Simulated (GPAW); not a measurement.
TiO2 (Anatase, I4_1/amd), O K edge of atom 3, with 2 Ti at 1.93 Å and 1 Ti at 1.98 Å (distorted T-shaped, site symmetry 2mm). Method: GPAW, revPBE, full core hole (charged cell), 12-atom cell with 5.4 Å between holes, 5×5×5 k points, dipole transitions, Gaussian full width 0.9 eV up to 4 eV, rising linearly to 3.5 eV at 25 eV.

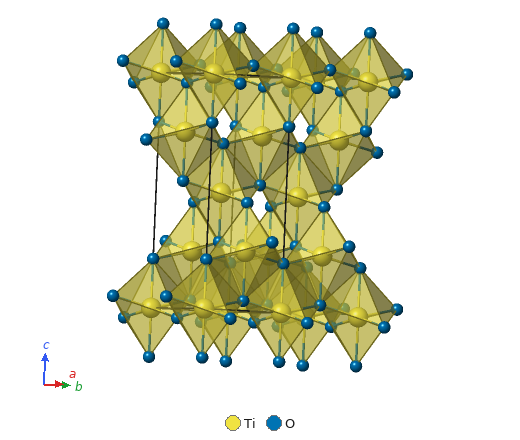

The structure (titanium yellow, oxygen blue). 1×2×1 conventional cells are drawn. Some periodic images of atoms are drawn too.

```xyz
6
Lattice="-1.8921 1.8921 4.7573 1.8921 -1.8921 4.7573 1.8921 1.8921 -4.7573" Properties=species:S:1:pos:R:3 pbc="T T T"
Ti    0.0000    1.8921    2.3786
Ti    0.0000    0.0000    0.0000
O     0.0000    0.0000    7.5346
O     0.0000    1.8921    0.3987
O     0.0000    1.8921    4.3586
O     0.0000    0.0000    1.9800
```

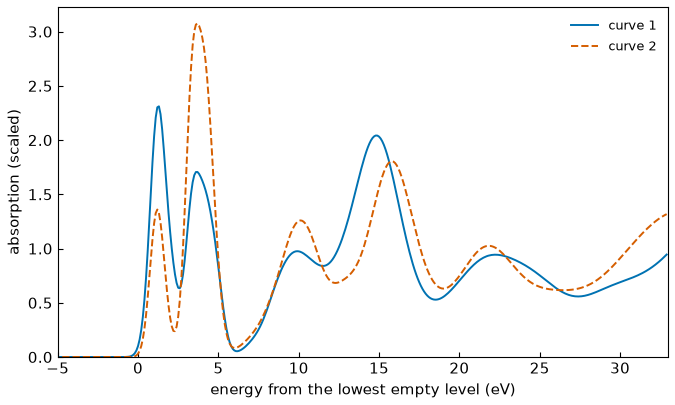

Energy from the lowest empty level; a common scale on which the isotropic spectrum has a mean of 1 over the first 20 eV.

**Question.** The curves are for the electric vector along different Cartesian axes of the cell as given, averaged over the symmetry-equivalent atoms. Which is which?

Curve 1: along x (⊥ c) (the other in-plane axis gives the same curve within 3 %), main maxima 1.3 eV (2.31), 3.7 eV (1.71) and 14.8 eV (2.04). Curve 2: along z (c), main maxima 1.2 eV (1.36), 3.7 eV (3.08) and 15.8 eV (1.81). A K edge sees empty p states; the first features are O p mixed into the empty d states of the Ti neighbours, and the broad ones above probably into the cations' higher empty bands. Ti is d⁰ and octahedral here, so the pair, 2.5 eV apart, is its t₂g and e_g bands. Each direction probes the empty orbitals that point along it. The holes are only 5.4 Å apart, so the shape is probably not converged with cell size; no larger cell was run here. The mesh is coarse (0.27 Å⁻¹ between points), so small maxima may be mesh ripples.

[Banner, clock and machine lines of the logs are left out without a mark of their own.]

[Logs are printed without paths, hosts, clocks, repeated set-up lines and the standing remarks that a program may print on its own settings, such as how far it seeks lower states.]

[Hosts, paths, dates, database ids (printed as entryN), source tags and the programs' standing remarks are cut or masked in the printed files.]

[Lists of maxima count a maximum above −3 eV only where it reaches 4 % of the highest in the window and stands out from its surroundings by 2 % of it (1.5 % where it reaches 55 %); shoulders and weaker maxima are passed over, and of the rest the first, up to two pre-edge ones and the few strongest are named.]
